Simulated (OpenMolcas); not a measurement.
## Single-point calculation of BCl2F (charge +1) (part 1 of 2)

BCl2F, charge +1, multiplicity 2, computed with revPBE/6-311+G**, UKS (OpenMolcas 26.06).

The geometry is that of the parent species in another charge or spin state. The geometry comes from this level: PBE0-D4/def2-TZVP.

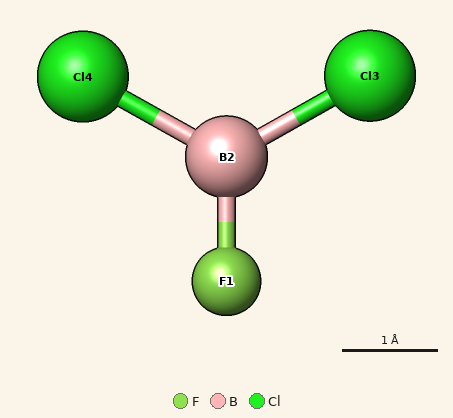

Figure 1. The structure as given in the input (ball-and-stick view, seen on its broad side; atoms are numbered from 1 in the order of the input).

Key numbers:

| quantity | value |
| --- | --- |
| outcome | converged |
| total energy | −1044.661044 hartree |
| basis functions | 104 |
| ⟨S²⟩ | 0.752 |
| hardware | 1 thread of Arm Neoverse V2, 24 GiB of memory available, shared host |
| wall time | 40 s |
| peak memory | 0.59 GiB |

Input file:
```
>>> EXPORT MOLCAS_PRINT=2

&GATEWAY
 BasLib=$CurrDir
 Coord
 4
 bohr
 F      0.21612798    -2.20213565    -1.47623515
 B      0.01494773    -0.15233082    -0.10212080
 Cl    -2.92820622     0.70634183     1.07982730
 Cl     2.69713051     1.64810574     0.49852865
 Basis=6-311pGss
 Group=NoSym

&SEWARD
 GridInput
 Grid=UltraFine
 End of Grid

&SCF
 UHF
 Charge=1
 Spin=2
 KSDFT=revPBE
 Thresholds=1e-10 1e-07 1e-07 1e-05
 PrOrbitals=1 1
```

Run as:
```bash
export MOLCAS_MEM=1860
pymolcas mol.inp > mol.log
```

Output:
```
--- Start Module: gateway ---

                                              &GATEWAY

                       available to each process: 1.9 GB of memory, 1 thread

 Basis Set     1 Label: F.6-311PGSS
 Basis set is read from library:.
 basistype.tbl is not found

 Basis Set     2 Label: B.6-311PGSS
 Basis set is read from library:.
 basistype.tbl is not found

 Basis Set     3 Label: CL.6-311PGSS
 Basis set is read from library:.
 basistype.tbl is not found

++    Symmetry information:
      ---------------------

                    Character Table for C1

                             E
                    a        1  x, y, xy, Rz, z, xz, Ry, yz, Rx, I
--

++    Basis set information:
      ----------------------

      Basis set label: F.6-311PGSS.........

      Electronic valence basis set:
      ------------------
      Associated Effective Charge   9.000000 au
      Associated Actual Charge      9.000000 au
      Nuclear Model: Point charge

      Shell  nPrim  nBasis  Cartesian Spherical Contaminant
         s      12       5        X
         p       6       4        X
         d       1       1                 X

      Basis set label: B.6-311PGSS.........

      Electronic valence basis set:
      ------------------
      Associated Effective Charge   5.000000 au
      Associated Actual Charge      5.000000 au
      Nuclear Model: Point charge

      Shell  nPrim  nBasis  Cartesian Spherical Contaminant
         s      12       5        X
         p       6       4        X
         d       1       1                 X

      Basis set label: CL.6-311PGSS.........

      Electronic valence basis set:
      ------------------
      Associated Effective Charge  17.000000 au
      Associated Actual Charge     17.000000 au
      Nuclear Model: Point charge

      Shell  nPrim  nBasis  Cartesian Spherical Contaminant
         s      13       7        X
         p      10       6        X
         d       1       1                 X
--

++    Molecular structure info:
      -------------------------

                    ************************************************
                    **** Cartesian Coordinates / bohr, angstrom ****
                    ************************************************

     Center  Label                x              y              z                     x              y              z
        1      F1               0.216128      -2.202136      -1.476235              0.114370      -1.165320      -0.781190
        2      B2               0.014948      -0.152331      -0.102121              0.007910      -0.080610      -0.054040
        3      CL3             -2.928206       0.706342       1.079827             -1.549540       0.373780       0.571420
        4      CL4              2.697131       1.648106       0.498529              1.427260       0.872140       0.263810

                    ***************************************
                    *    InterNuclear Distances / bohr    *
                    ***************************************

               1 F1            2 B2            3 CL3           4 CL4
    1 F1       0.000000
    2 B2       2.475957        0.000000
    3 CL3      4.987939        3.285799        0.000000
    4 CL4      4.987928        3.285796        5.733170        0.000000

                    *******************************************
                    *    InterNuclear Distances / angstrom    *
                    *******************************************

               1 F1            2 B2            3 CL3           4 CL4
    1 F1       0.000000
    2 B2       1.310220        0.000000
    3 CL3      2.639504        1.738770        0.000000
    4 CL4      2.639498        1.738768        3.033863        0.000000
--

            Nuclear Potential Energy            181.66907284 au

--- Stop Module: gateway /rc=_RC_ALL_IS_WELL_ ---

--- Start Module: seward ---

                                              &SEWARD

                       available to each process: 1.9 GB of memory, 1 thread

               SEWARD will generate:
                  Multipole Moment integrals up to order  2
                  Kinetic Energy integrals
                  Nuclear Attraction integrals (point charge)
                  One-Electron Hamiltonian integrals
                  Velocity integrals
                  Orbital angular momentum around ( -0.0381   0.3884   0.2604 )
                  Velocity quadrupole around ( -0.0381   0.3884   0.2604 )
                  Two-Electron Repulsion integrals

                   Integrals are discarded if absolute value <: 1.00E-14
                   Integral cutoff threshold is set to       <: 1.00E-16

            Nuclear Potential Energy            181.66907284 au

      Basis set specifications :
      Symmetry species         a
      Basis functions          104

--- Stop Module: seward /rc=_RC_ALL_IS_WELL_ ---
--- Module seward spent 3 seconds ---

--- Start Module: scf ---

                                                &SCF

                       available to each process: 1.9 GB of memory, 1 thread

++    Input section:
      --------------

      Header of the integral files:

      Cartesian coordinates in angstrom:
      -----------------------------------------------------
      No.  Label        X            Y            Z
      -----------------------------------------------------
       1   F1         0.11437000  -1.16532000  -0.78119000
       2   B2         0.00791000  -0.08061000  -0.05404000
       3   CL3       -1.54954000   0.37378000   0.57142000
       4   CL4        1.42726000   0.87214000   0.26381000
      -----------------------------------------------------
      Nuclear repulsion energy =  181.66907284
--

++    Orbital specifications:
      -----------------------

      Symmetry species               1
                                     a
      Frozen orbitals                0
      Start temperature = 0.500
      End temperature   = 0.010
      Temperature Factor= 0.460
      Deleted orbitals               0
      Total number of orbitals     104
      Number of basis functions    104
--

      Molecular charge                           1.000

      Numerical integration parameters
      --------------------------------
      Radial quadrature type:                         MHL
      Size of radial grid:                            99
      Lebedev angular grid:                           41
      Angular grid pruned with the crowding factor:  1.00E+10
                                 and fading factor:  1.00E+01
      Screening threshold for integral computation:   1.00E-11
      Radial quadrature accuracy:                     1.00E-25
      Maximum batch size:                             128
      AO values are stored on disk
      The same grid will be used for all iterations.

      DFT functional specifications
      -----------------------------
      Using Libxc version: 6.2.2
      Please cite the following reference:
      S. Lehtola, C. Steigemann, M. J.T. Oliveira, and M. A.L. Marques.,  SoftwareX 7, 1–5 (2018) doi:10.1016/j.softx.2017.11.002

      * Revised PBE from Zhang & Yang
        - Y. Zhang and W. Yang.,  Phys. Rev. Lett. 80, 890 (1998) doi:10.1103/PhysRevLett.80.890
      * Perdew, Burke & Ernzerhof
        - J. P. Perdew, K. Burke, and M. Ernzerhof.,  Phys. Rev. Lett. 77, 3865 (1996) doi:10.1103/PhysRevLett.77.3865
        - J. P. Perdew, K. Burke, and M. Ernzerhof.,  Phys. Rev. Lett. 78, 1396 (1997) doi:10.1103/PhysRevLett.78.1396

++    Optimization specifications:
      ----------------------------

      SCF Algorithm: Conventional USCF
      D(i)-D(i-1) density differences are used
      Number of density matrices in core                 5
      Maximum number of NDDO SCF iterations            400
      Maximum number of HF SCF iterations              400
      Threshold for SCF energy change             1.00E-10
      Threshold for density matrix                1.00E-07
      Threshold for Fock matrix                   1.00E-07
      Threshold for linear dependence             1.00E-09
      Threshold at which DIIS is turned on        1.50E-01
      Maximum depth in the DIIS procedure                5
      Maximum depth in the BFGS Hessian update          30
      Threshold at which QNR/C2DIIS is turned on  7.50E-02
      Threshold for Norm(delta) (QNR/C2DIIS)      1.00E-05
      All orbitals punched on: UHFORB
--

      Input vectors read from INPORB
      Orbital file label: *Guess orbitals

++ Convergence information
                               UHF REVPBE     iterations: Energy and convergence statistics

Iter     Tot. REVPBE     One-elec.       Two-elec.     Energy      Max Dij or  Max Fij      DNorm      TNorm      AccCon     Time
         Energy          Energy          Energy        Change      Delta Norm                                                in Sec.

 The total and one-electron energies are shifted by a value of      1000. a.u.

   1   -41.636971141  -854.000497654   630.694453675   0.00E+00    1.41E-01*   2.45E+01*    1.24E+01   2.93E+02   None         2.
   2   -39.748202700  -829.744633153   608.327357616   1.89E+00*   1.41E-01*   2.08E-13     9.04E+01   2.87E+02   EDIIS        2.
   3   -43.377120420  -861.861776791   636.815583534  -3.63E+00*   6.83E-01*   5.16E-01*    1.11E+01   2.94E+02   EDIIS        2.
   4   -41.056468265  -858.689275672   635.963734570   2.32E+00*   2.68E-01*   1.84E-01*    1.08E+01   2.95E+02   EDIIS        2.
   5   -44.610872035  -860.897361567   634.617416695  -3.55E+00*   2.40E-01*   5.88E-02*    8.96E+00   2.94E+02   EDIIS        2.
   6   -44.539846935  -863.560056228   637.351136455   7.10E-02*   4.97E-02*   3.89E-02*    1.50E+00   2.94E+02   EDIIS        1.
   7   -44.655832405  -862.136146614   635.811241371  -1.16E-01*   1.42E-01*   1.52E-02*    7.80E-01   2.94E+02   EDIIS        1.
   8   -44.650205244  -861.510836284   635.191558203   5.63E-03*   7.76E-02*   1.21E-02*    5.42E-01   2.94E+02   EDIIS        2.

       Fermi aufbau procedure completed!
      nOcc(alpha)=   24
      nOcc(beta) =   23
```
